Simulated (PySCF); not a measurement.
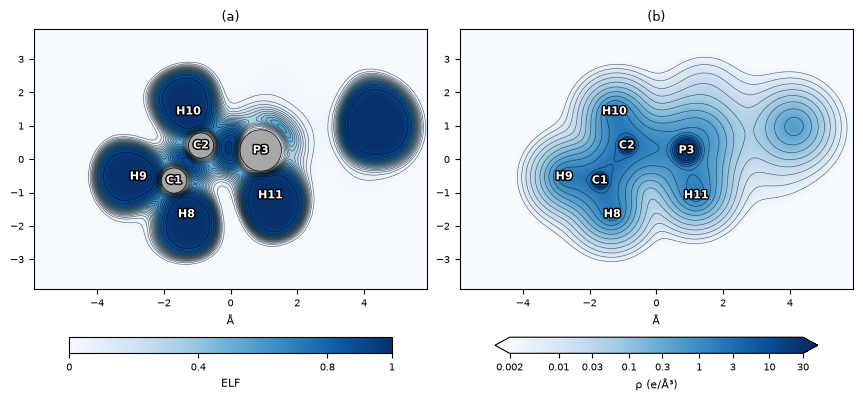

Figure. C5H12PSi (SMILES C=C[PH+](C=C)C[SiH3]) (charge +1). (a) electron localisation function; (b) total electron density on the plane of atoms P3, C2 and H10. Grey discs cover the atomic cores in the ELF map.

Geometry: GFN2-xTB.

These are results of PySCF 2.14.0, wB97X-D/def2-SVPD, SCF density, gas phase, not measurements.

Input file:

```
{"job": {"kind": "uv", "xc": "wB97X-D", "basis": "def2-SVPD", "nstates": 8, "ntriplets": 3}, "charge": 1, "multiplicity": 1}
C      2.878509     0.273997    -1.144937
C      1.576848     0.333137    -1.388210
P      0.333349     0.063326    -0.121876
C     -0.580190     1.579881     0.155986
C     -0.585698     2.221704     1.315475
C     -0.758636    -1.289742    -0.565322
Si    -1.874411    -1.888539     0.916072
H      3.271619     0.070559    -0.161072
H      3.604385     0.429556    -1.926288
H      1.181555     0.540058    -2.376703
H      1.005129    -0.230695     1.047582
H     -1.118649     1.947526    -0.710670
H     -1.134519     3.140046     1.445936
H     -0.046397     1.860206     2.176772
H     -1.374219    -0.945951    -1.400256
H     -0.135438    -2.107807    -0.931930
H     -2.610423    -0.704867     1.359951
H     -0.931785    -2.341431     1.939463
H     -2.710834    -2.941712     0.362564
```

Launched as:

```sh
OMP_NUM_THREADS=1 python probes_run.py task.json out
```

Interpret the plot.

Answer. The plane passes through C, P and H nuclei. C–C (1.33 Å): the density is about 2.3 e/Å³ at the midpoint; the ELF peaks at about 0.95 between the atoms: a multiple bond. C–P (1.80 Å): ρ at the midpoint is about 1.3 e/Å³; the ELF peaks at about 0.95 between the atoms (localised, covalent bonding). C–H (1.08 Å): ρ at the midpoint is about 2 e/Å³; the ELF climbs to about 1 towards the hydrogen, as it does in any bond to H (a covalent bond by its length). P–H (1.38 Å): ρ at the midpoint is about 1.2 e/Å³; the ELF climbs to about 1 towards the hydrogen.
